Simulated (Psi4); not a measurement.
**HOF (SMILES OF) at wB97X-D/def2-SVP (sweep point 2)**

What is the vertical ionisation energy of HOF at wB97X-D/def2-SVP (sweep point 2)? 

The results are computed with Psi4 1.11.

## 1. Starting point

HOF has 3 atoms, charge 0, and is taken as a singlet. SMILES: `OF`. The coordinates come from a GFN2-xTB relaxation.

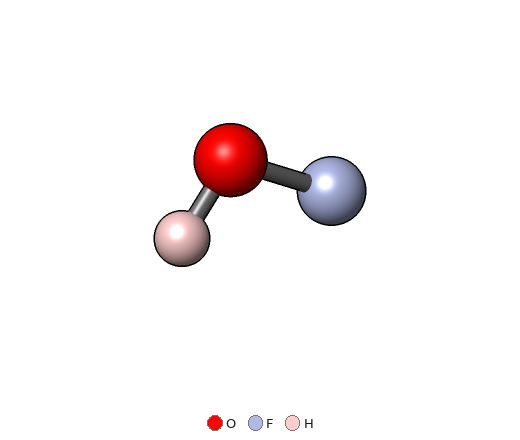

The structure, seen from a chosen angle (oxygen red, fluorine light blue, hydrogen pink).

## 2. The energy at wB97X-D/def2-SVP (sweep point 2)

input.dat reads:

```
memory 1600 mb

molecule geom {
  0 1
  O      0.414430    -0.197140     0.208800
  F     -0.212000     1.020440    -0.004820
  H     -0.202430    -0.823300    -0.203980
  symmetry c1
}

set {
  basis def2-SVP
  reference rks
  puream true
  scf_type pk
  dft_radial_points 99
  dft_spherical_points 590
}

E, wfn = energy('wb97x-d', return_wfn=True)
print_variables()
```

Started as:

```
$ psi4 input.dat output.dat -n 1
```

output.dat:

```text
[...]
  Running in c1 symmetry.
[...]
  Nuclear repulsion =   34.420598141556617
[...]
  Multiplicity = 1
[...]
  Nalpha       = 9
  Nbeta        = 9
[...]
    Number of basis functions: 33
[...]
   @RKS iter   1:  -175.30073463930401   -4.02324e-01   9.44573e-03 ADIIS/DIIS
[...]
   @RKS iter   8:  -175.33931451103950   -2.29102e-08   8.96574e-07 DIIS
[...]
    Orbital Energies [Eh]
    ---------------------
    Doubly Occupied:
       1A    -24.849898     2A    -19.355113     3A     -1.349079
       4A     -1.046440     5A     -0.666139     6A     -0.584868
       7A     -0.566437     8A     -0.462311     9A     -0.396358
[...]
  @RKS Final Energy:  -175.33931451103950
   => Energetics <=
    Nuclear Repulsion Energy =             34.4205981415566171
    One-Electron Energy =                -311.6530420978513121
    Two-Electron Energy =                 115.5301428703367321
    DFT Exchange-Correlation Energy =     -13.6369697108965262
    Empirical Dispersion Energy =          -0.0000437141850377
    VV10 Nonlocal Energy =                  0.0000000000000000
    Total Energy =                       -175.3393145110395039
[...]
 Multipole Moments:
 ------------------------------------------------------------------------------------
     Multipole            Electronic (a.u.)      Nuclear  (a.u.)        Total (a.u.)
 ------------------------------------------------------------------------------------
 L = 1.  Multiply by 2.5417464519 to convert [e a0] to [Debye]
 Dipole X            :         -0.3808179           -0.0795225           -0.4603404
 Dipole Y            :          1.0817290           -1.7430680           -0.6613390
 Dipole Z            :          0.0000000            0.0000000            0.0000000
 Magnitude           :                                                    0.8057807
[...]
```

Run time: 3.6 s. Hardware: 1 thread of Intel Xeon Platinum 8488C (Sapphire Rapids), shared host; peak memory 0.36 GiB.

## 3. The doublet cation, same level

calc.dat reads:

```
memory 1600 mb

molecule system {
  1 2
  O      0.414430    -0.197140     0.208800
  F     -0.212000     1.020440    -0.004820
  H     -0.202430    -0.823300    -0.203980
  symmetry c1
}

set {
  basis def2-SVP
  reference uks
  puream true
  scf_type pk
  dft_radial_points 99
  dft_spherical_points 590
  maxiter 150
}

e_tot = energy("wb97x-d")
```

Started as:

```
$ psi4 -i calc.dat -o calc.out -n 1
```

calc.out:

```text
[...]
  Running in c1 symmetry.
[...]
  Nuclear repulsion =   34.420598141556617
[...]
  Multiplicity = 2
[...]
  Nalpha       = 9
  Nbeta        = 8
[...]
    Number of basis functions: 33
[...]
   @UKS iter   1:  -174.81993860931735    7.84718e-02   1.07815e-02 ADIIS/DIIS
[...]
   @UKS iter  11:  -174.87060705723781   -2.98769e-08   8.67007e-07 DIIS
[...]
   @S^2 Observed:                7.536625778E-01
[...]
    Orbital Energies [Eh]
    ---------------------
    Alpha Occupied:
       1A    -25.327920     2A    -19.889440     3A     -1.814343
       4A     -1.522870     5A     -1.114903     6A     -1.049028
       7A     -1.033612     8A     -0.904184     9A     -0.902852
    Alpha Virtual:
      10A     -0.392311    11A     -0.176045    12A      0.282403
      13A      0.539198    14A      0.577010    15A      0.582284
      16A      0.748543    17A      0.841500    18A      0.869967
      19A      0.935519    20A      1.088462    21A      1.244055
      22A      1.262340    23A      1.826271    24A      2.020420
      25A      2.158184    26A      2.314039    27A      2.492372
[...]
  @UKS Final Energy:  -174.87060705723781
   => Energetics <=
    Nuclear Repulsion Energy =             34.4205981415566171
    One-Electron Energy =                -303.4979530919911781
    Two-Electron Energy =                 107.5452471386396383
    DFT Exchange-Correlation Energy =     -13.3384555312578215
    Empirical Dispersion Energy =          -0.0000437141850377
    VV10 Nonlocal Energy =                  0.0000000000000000
    Total Energy =                       -174.8706070572377484
[...]
 Multipole Moments:
 ------------------------------------------------------------------------------------
     Multipole            Electronic (a.u.)      Nuclear  (a.u.)        Total (a.u.)
 ------------------------------------------------------------------------------------
 L = 1.  Multiply by 2.5417464519 to convert [e a0] to [Debye]
 Dipole X            :         -0.2706358           -0.0795225           -0.3501583
 Dipole Y            :          0.5505660           -1.7430680           -1.1925021
 Dipole Z            :          0.0000000            0.0000000            0.0000000
 Magnitude           :                                                    1.2428483
[...]
```

It took 5.1 s on 1 thread of Intel Xeon Platinum 8488C (Sapphire Rapids), shared host; peak memory 0.36 GiB.

## 4. What came out

Level: wB97X-D/def2-SVP (sweep point 2).

| quantity | value |
| --- | --- |
| singlet HOF: total energy | -175.33931 Eh |
| singlet HOF: dipole moment | 2.05 D |
| singlet HOF: HOMO energy | -10.79 eV |
| singlet HOF: LUMO energy | 1.86 eV |
| singlet HOF: HOMO–LUMO gap | 12.65 eV |
| singlet HOF: dispersion energy | -0.11 kJ/mol |
| doublet cation: total energy | -174.87061 Eh |
| doublet cation: HOMO energy (highest over α and β) | -24.17 eV |
| doublet cation: LUMO energy (lowest over α and β) | -14.66 eV |
| doublet cation: dispersion energy | -0.11 kJ/mol |
| doublet cation: ⟨S²⟩ | 0.754 |
| vertical ionisation energy (to the doublet cation) | 12.754 eV |

The vertical ionisation energy comes to 12.75 eV (1231 kJ/mol). −ε(HOMO) before ionisation, 10.79 eV, is 1.97 eV below this ionisation energy.
